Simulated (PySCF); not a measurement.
ClFH$_{4}$NSi$_{2}$ (SMILES [NH][Si](F)([SiH3])Cl) (doublet)

Input file:

```
{"job": {"kind": "epr"}, "charge": 0, "multiplicity": 2}
Si     0.821056     0.466399    -0.223812
Si    -1.401561    -0.243850    -0.041838
F      1.063300     1.173841    -1.657444
Cl     1.217290     1.897500     1.213587
N      1.844263    -0.928507    -0.138333
H     -1.705600    -1.264283    -1.086047
H     -2.290253     0.944499    -0.204124
H     -1.587287    -0.832955     1.317325
H      2.083171    -1.235697     0.812107
```

Command:

```sh
OMP_NUM_THREADS=1 python cluster_run.py task.json out
```

Geometry: PBE0-D3(BJ)/def2-SVP.

All numbers below come from UKS B3LYP, IGLO-III on Cl F N Si, pcH-1 on H, non-relativistic, mean-field spin-orbit, GIAO (PySCF 2.14.0, density-fitted response routines).

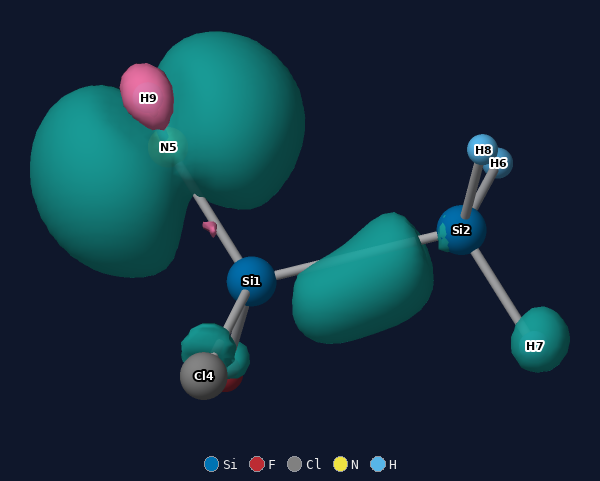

Figure 1. Isosurfaces of the spin density at +0.015 (teal) and −0.015 e/Å³ (pink), seen across its widest extent.

### Describe the spin distribution.

The unpaired spin (1 electron) lies mostly on N5 (about 0.8) and Si1 (about 0.1), in electrons by Hirshfeld's partition.

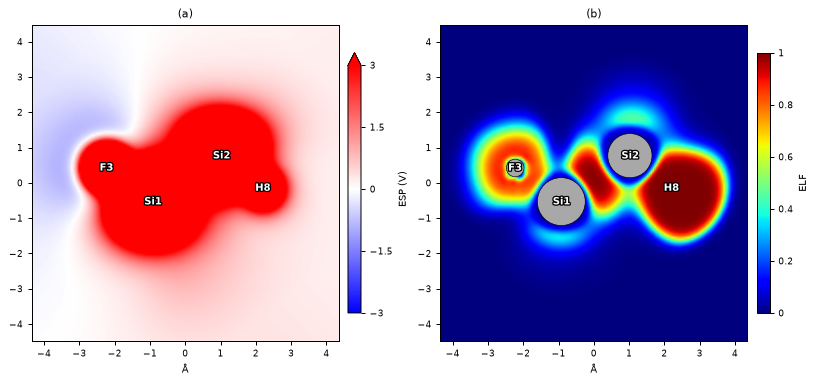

Figure 2. (a) electrostatic potential; (b) ELF on the plane of atoms Si2, Si1 and F3. Grey discs cover the atomic cores in the ELF map.

### Interpret the plot.

- The plane passes through Si, F and H nuclei.
- Si–F (1.62 Å): the ELF peaks at about 0.85 in the valence shell of F, 0.5 Å from its nucleus, and is about 0.50 at the midpoint.
- Si–Si (2.34 Å): the ELF peaks at about 1 between the atoms: a covalent bond.
- Si–H (1.49 Å): the ELF climbs to about 1 towards the hydrogen, as it does in any bond to H.
- The ELF also peaks beside F3, away from the bonds: non-bonding electrons, paired or unpaired.
- Outside the dense part of the molecule the potential is most negative (−0.9 V) near F3.

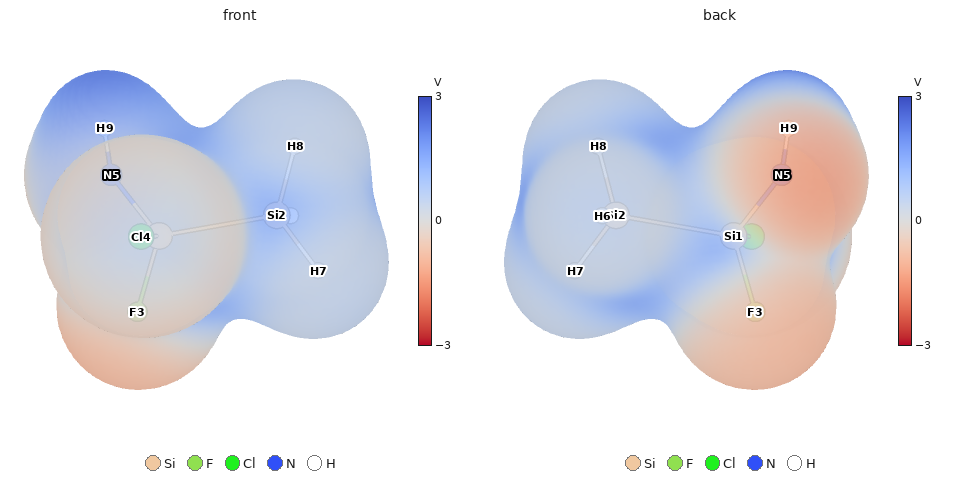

Figure 3. The molecular electrostatic potential painted on the density surface at 0.002 e/bohr³, seen from the front and from behind; red is negative and blue positive.

### Which sites attract a positive test charge, and which a negative one?

A positive charge is drawn to the negative regions and a negative charge to the positive ones. The most negative region (about −1.3 V, or −30 kcal/mol for a unit charge) lies over N5, the most positive (about +2.1 V, or +48 kcal/mol for a unit charge) over H9. Cl4 shows a σ-hole: about +0.4 V, or +9 kcal/mol for a unit charge at the tip opposite its bond, against about −0.1 V on its flanks. N5 is the likeliest acceptor of a hydrogen bond.
